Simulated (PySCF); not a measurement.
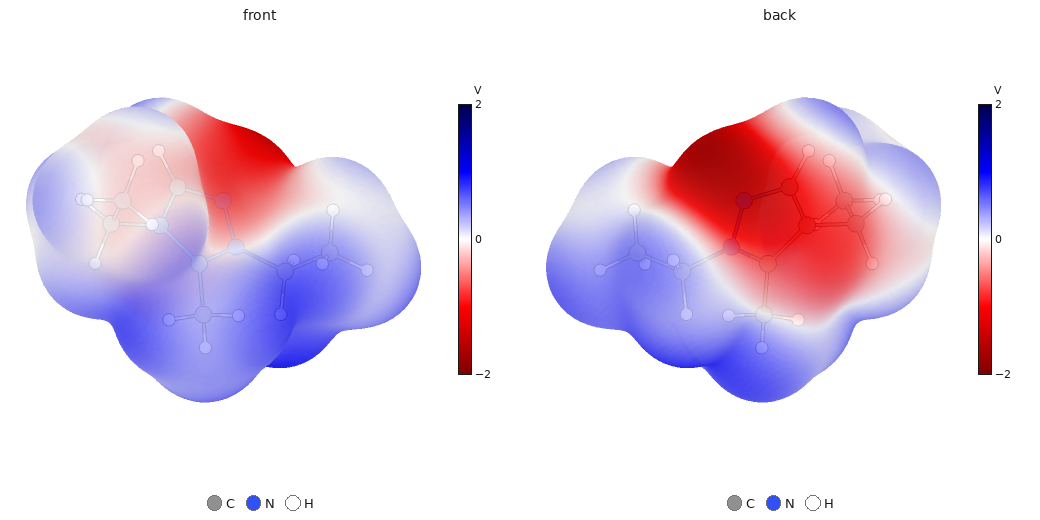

Figure 1: C$_{8}$H$_{14}$N$_{2}$. The electrostatic potential painted on the density surface at 0.001 e/bohr³, seen from the front and from behind; red is negative and blue positive.

Geometry: GFN2-xTB.

Computed with PBE0/pcSseg-1, SCF density, gas phase, non-relativistic in PySCF 2.14.0.

```yaml
atoms:
  - { symbol: C, position_ang: [-3.0234, -0.7767, 0.0403] }
  - { symbol: C, position_ang: [-2.2875, 0.2628, 0.8879] }
  - { symbol: C, position_ang: [-0.8085, 0.0830, 0.7974] }
  - { symbol: C, position_ang: [0.0133, -0.6556, 1.6630] }
  - { symbol: N, position_ang: [1.2700, -0.6304, 1.2667] }
  - { symbol: N, position_ang: [1.2923, 0.1091, 0.1592] }
  - { symbol: C, position_ang: [2.5278, 0.2790, -0.5560] }
  - { symbol: C, position_ang: [2.7419, -0.8439, -1.5700] }
  - { symbol: C, position_ang: [0.0576, 0.5590, -0.1730] }
  - { symbol: C, position_ang: [-0.1979, 1.4219, -1.3559] }
  - { symbol: H, position_ang: [-4.0997, -0.6351, 0.1100] }
  - { symbol: H, position_ang: [-2.7820, -1.7802, 0.3836] }
  - { symbol: H, position_ang: [-2.7297, -0.6935, -1.0038] }
  - { symbol: H, position_ang: [-2.5609, 1.2667, 0.5525] }
  - { symbol: H, position_ang: [-2.5960, 0.1610, 1.9304] }
  - { symbol: H, position_ang: [-0.2658, -1.1887, 2.5505] }
  - { symbol: H, position_ang: [2.5222, 1.2511, -1.0556] }
  - { symbol: H, position_ang: [3.3307, 0.2612, 0.1850] }
  - { symbol: H, position_ang: [2.7248, -1.8032, -1.0592] }
  - { symbol: H, position_ang: [3.7025, -0.7247, -2.0635] }
  - { symbol: H, position_ang: [1.9588, -0.8393, -2.3247] }
  - { symbol: H, position_ang: [0.3783, 2.3462, -1.2953] }
  - { symbol: H, position_ang: [-1.2530, 1.6763, -1.3991] }
  - { symbol: H, position_ang: [0.0724, 0.9139, -2.2813] }
```

Where is the surface potential most negative and most positive?

The most negative region (about −1.7 V, or −39 kcal/mol for a unit charge) lies over N5, the most positive (about +0.8 V, or +18 kcal/mol for a unit charge) over H17 and H22. N5 is the likeliest acceptor of a hydrogen bond.

What dipole moment does the calculation give?

Its dipole moment is 2.64 D.
